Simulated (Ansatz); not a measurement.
CH5BOSi (SMILES BC(O)=[SiH2])

```xyz
9

B    -0.1045    1.2870   -0.3215
C     0.3702   -0.1452   -0.1686
O     1.5414   -0.6224   -0.7043
Si   -0.7107   -1.1826    0.7625
H     0.5650    2.0814   -0.9485
H    -1.1424    1.6409    0.1752
H     1.9638    0.1177   -1.1694
H    -1.9566   -0.6074    1.3146
H    -0.4716   -2.6248    1.0492
```

Theory: RKS B3LYP/cc-pVDZ (Ansatz).

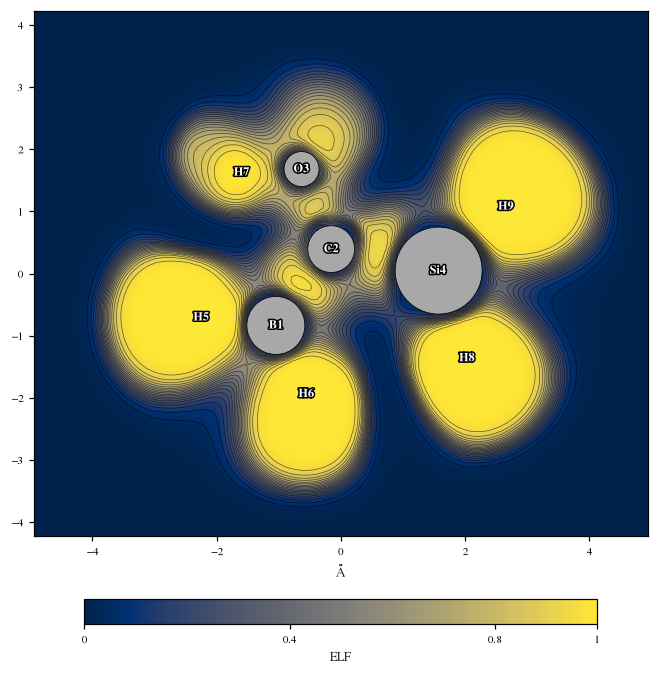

Figure 1. ELF on the molecular plane. Grey discs cover the atomic cores.

Interpret the plot.

Answer.
- The plane passes through B, C, O, Si and H nuclei.
- C–O (1.37 Å): the ELF peaks at about 0.90 between the atoms; a shared but strongly polarised pair.
- C–B (1.52 Å): the ELF peaks at about 0.95 between the atoms: localised, covalent bonding.
- C–Si (1.76 Å): the ELF peaks at about 0.95 between the atoms; a covalent bond.
- O–H (0.97 Å): the ELF climbs to about 1 towards the hydrogen, as it does in any bond to H (an ordinary covalent bond to hydrogen).
- B–H (1.20 Å): the ELF climbs to about 1 towards the hydrogen: a covalent bond by its length.
- The ELF also peaks beside O3, away from the bonds: lone-pair regions.

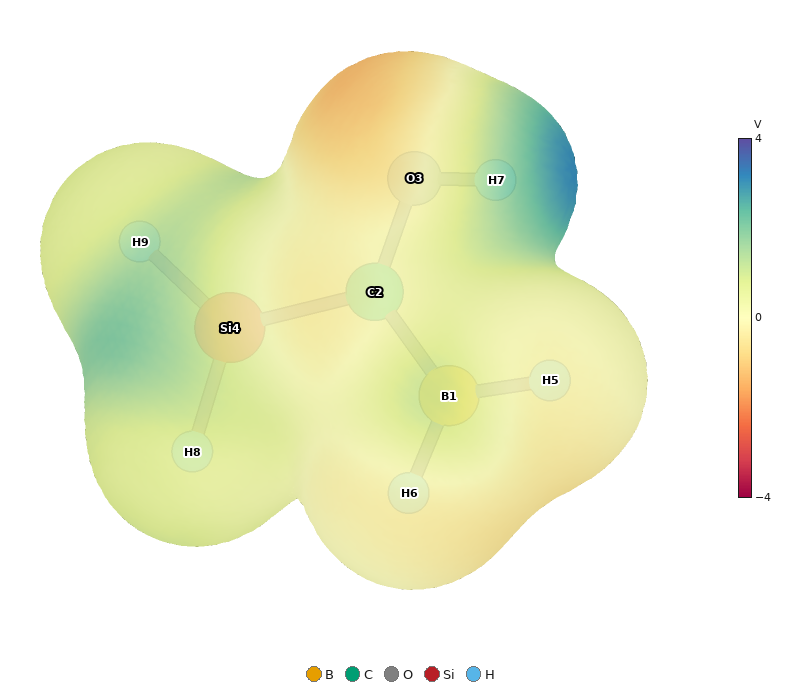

Figure 2. The electrostatic potential painted on the density surface at 0.004 e/bohr³, seen at a tilt; the colour scale runs from red (negative) to blue (positive).

Which sites attract a positive test charge, and which a negative one?

Answer. A positive charge is drawn to the negative regions and a negative charge to the positive ones. The most negative region (about −1.3 V) lies over O3, the most positive (about +3.0 V) over H7. O3 is the likeliest acceptor of a hydrogen bond.

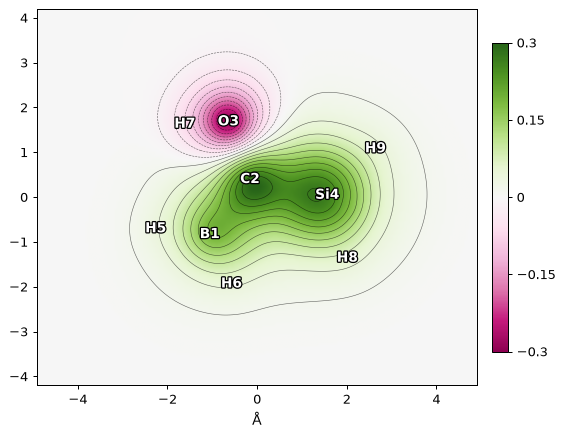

Figure 3. The HOMO on a plane 0.8 Å above the molecular plane (values in Å⁻³ᐟ²; the overall sign is arbitrary).

Describe this orbital and give its energy.

Answer. By Hirshfeld shares it lies mainly on Si4 (about 35 %), C2 (about 25 %), O3 (about 25 %) and B1 (about 15 %); it changes sign across the molecular plane (π type); π-bonding across B1–C2 and C2–Si4; π-antibonding (a node) across C2–O3. Its energy is −5.97 eV.

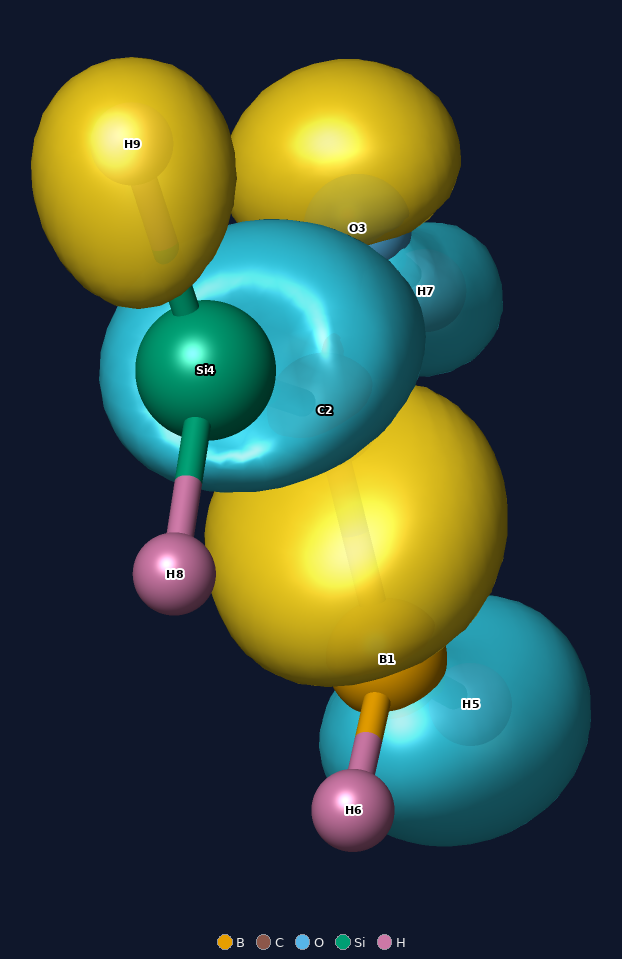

Figure 4. The HOMO−1 at ±0.15 Å⁻³ᐟ² (yellow and cyan are the two phases), seen at an oblique angle.

Where does this orbital lie, and at what energy?

Answer. By Hirshfeld shares it lies mainly on C2 (about 30 %), B1 (about 20 %), O3 (about 15 %), Si4 (about 15 %) and H5 (about 10 %); it is symmetric in the molecular plane (an in-plane orbital: σ, lone-pair or in-plane π type). Its energy is −8.33 eV.
